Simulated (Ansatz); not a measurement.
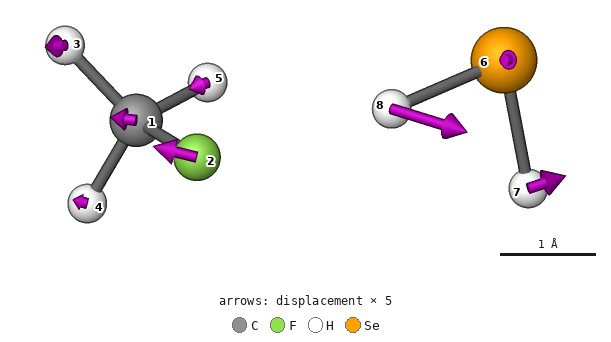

A relaxation of CH5FSe. The starting structure is drawn; purple arrows show the displacements, 5 times their true length. The two geometries are superimposed by the best rigid fit.

Style: ball-and-stick. Shown from a free direction.

The calculation used RKS PBE0-D4/def2-TZVP in Ansatz 0.2.0.

The input:
```yaml
crystal:
  periodic: [false, false, false]
  atoms:
    - {symbol: C, position_ang: [0.135794, -0.190121, -1.335077]}
    - {symbol: F, position_ang: [-0.362341, 1.002125, -0.824198]}
    - {symbol: H, position_ang: [0.981046, 0.023891, -2.024688]}
    - {symbol: H, position_ang: [-0.666817, -0.721683, -1.890957]}
    - {symbol: H, position_ang: [0.493429, -0.828056, -0.497727]}
    - {symbol: Se, position_ang: [0.397259, 0.231904, 2.558085]}
    - {symbol: H, position_ang: [-0.944553, -0.378193, 2.733772]}
    - {symbol: H, position_ang: [-0.033617, 0.860032, 1.280790]}
basis:
  gaussian: {orbitals: def2-TZVP}
hamiltonian: {xc: pbe0, dispersion: d4}
relax: {f_tol: 0.005, max_steps: 200}
```

**What did the optimiser do to the structure, and how much energy did it gain?**

The energy falls by 0.039 eV in 8 geometry steps. The largest force component goes from 0.5 to 0.0017 eV/Å. The largest move after the best rigid fit is that of H8, 0.19 Å. By element the largest moves are H 0.19 Å, F 0.10 Å, C 0.06 Å, Se 0.04 Å. Near-neighbour distances that change, for instance: C1–H3 1.112 → 1.092 Å, Se6–H8 1.487 → 1.468 Å, Se6–H7 1.484 → 1.467 Å, C1–F2 1.389 → 1.382 Å. The run took of the order of 50 core-seconds on a shared host.
